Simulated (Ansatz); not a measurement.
Cl3HSSn

The calculation's input:

```
crystal:
  periodic: [false, false, false]
  atoms:
    - {symbol: S, position_ang: [-0.591919, 0.582168, 1.797053]}
    - {symbol: Sn, position_ang: [0.348909, -0.165185, -0.239092]}
    - {symbol: Cl, position_ang: [2.551002, -0.684884, 0.144864]}
    - {symbol: Cl, position_ang: [-0.717790, -2.027173, -1.069883]}
    - {symbol: Cl, position_ang: [0.236952, 1.430901, -1.892907]}
    - {symbol: H, position_ang: [-1.785054, 0.800173, 1.213766]}
basis:
  gaussian: {orbitals: def2-TZVPP}
hamiltonian: {xc: pbe0, dispersion: d4}
output: {orbitals: {seedname: orbitals}}
```

Command:

```sh
ansatz run in.yaml --threads 4 --pin off --events-out ev --progress --plain --max-ram 10444MiB
```

Geometry: PBE0-D4/def2-TZVP; core potentials replace the inner electrons of Sn.

All numbers below come from Ansatz, RKS PBE0-D4/def2-TZVPP.

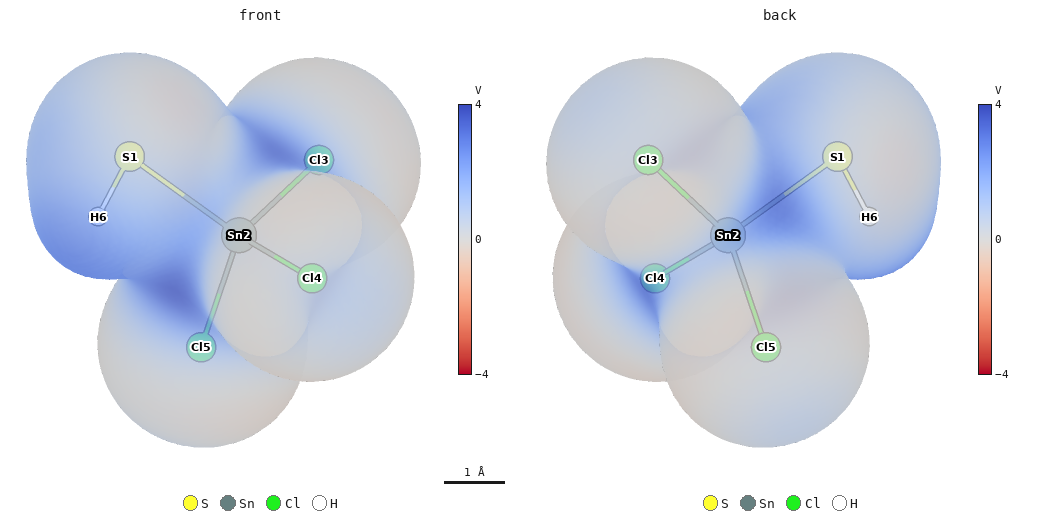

Figure 1. The molecular electrostatic potential painted on the density surface at 0.004 e/bohr³, seen from the front and from behind; red is negative and blue positive.

Q: Where is the surface potential most negative and most positive?

A: The most negative region (about −0.2 V) lies over S1, Cl3, Cl4 and Cl5, the most positive (about +3.2 V) over Sn2. Cl3 shows a σ-hole: about +0.6 V at the tip opposite its bond, against about −0.1 V on its flanks. Cl4 shows a σ-hole: about +0.6 V at the tip opposite its bond, against about −0.1 V on its flanks. Cl5 shows a σ-hole: about +0.6 V at the tip opposite its bond, against about −0.1 V on its flanks.

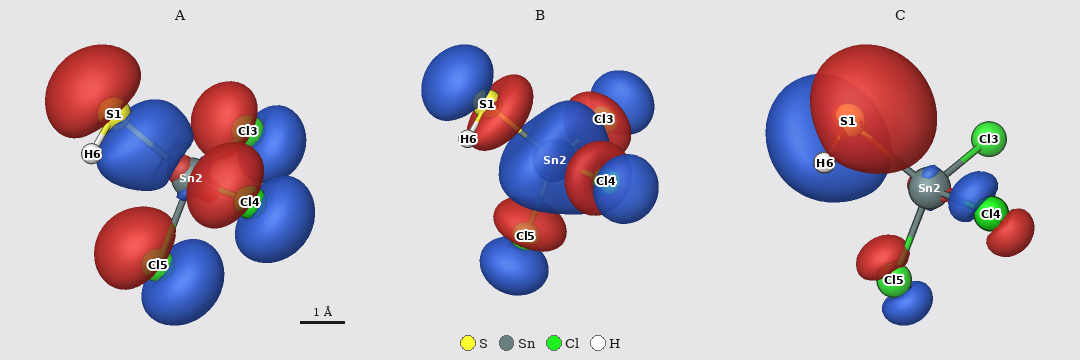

Figure 2. Three frontier orbitals at ±0.08 Å⁻³ᐟ² (red and blue are the two phases), in no order.

Q: Order the three orbitals by energy and name them.

A: A is the HOMO−1 (−9.46 eV). It lies mainly on S1 (about 30 %), Cl4 (about 25 %), Cl5 (about 25 %), Cl3 (about 15 %) and Sn2 (about 10 %); largely a combination of lone pairs on S1, Cl4, Cl5 and Cl3. C is the HOMO (−8.48 eV). By Hirshfeld shares it lies mainly on S1 (about 80 %); largely a lone pair of S1. B is the LUMO (−2.86 eV). Its weight (Hirshfeld) is mainly on Sn2 (about 35 %), S1 (about 20 %), Cl4 (about 15 %), Cl5 (about 15 %) and Cl3 (about 15 %).

Q: What is the HOMO–LUMO gap?

A: 5.62 eV between the orbital energies.

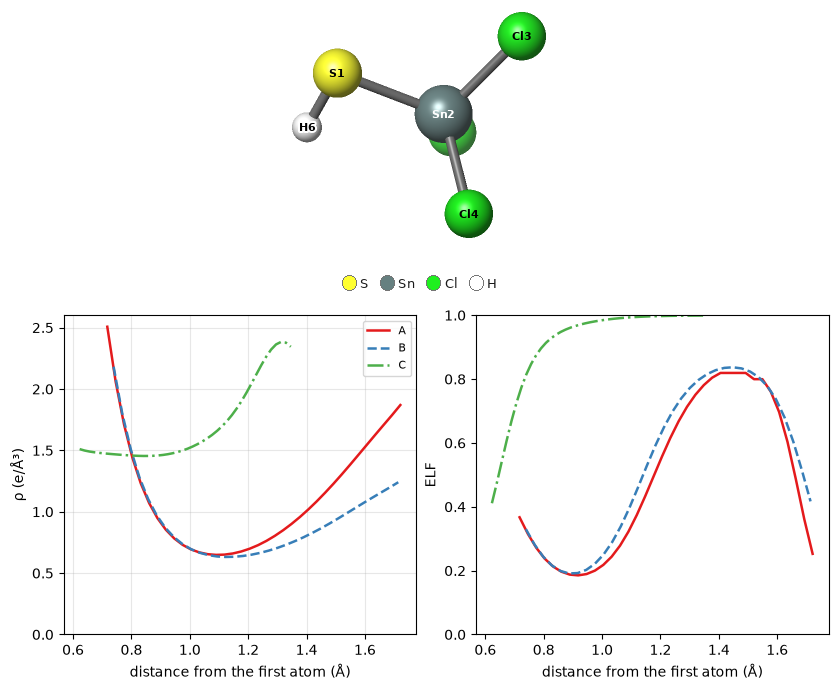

Figure 3. Electron density and ELF along straight lines between neighbouring atoms. The curves leave out the atomic cores. The structure is drawn too.

Q: Which curve belongs to which contact (Sn–Cl, Sn–S and S–H)? The first atom named is at distance zero.

A: Curve A: Sn–Cl (2.29 Å): ρ at the midpoint is about 0.66 e/Å³; the ELF peaks at about 0.80 in the valence shell of Cl, 0.9 Å from its nucleus, and drops to about 0.20 between the two atoms. Curve B: Sn–S (2.36 Å): the density is about 0.64 e/Å³ at the midpoint; the ELF peaks at about 0.85 in the valence shell of S, 0.9 Å from its nucleus, and drops to about 0.20 between the two atoms. Curve C: S–H (1.35 Å): ρ at the midpoint is about 1.5 e/Å³; the ELF climbs to about 1 towards the hydrogen, as it does in any bond to H.
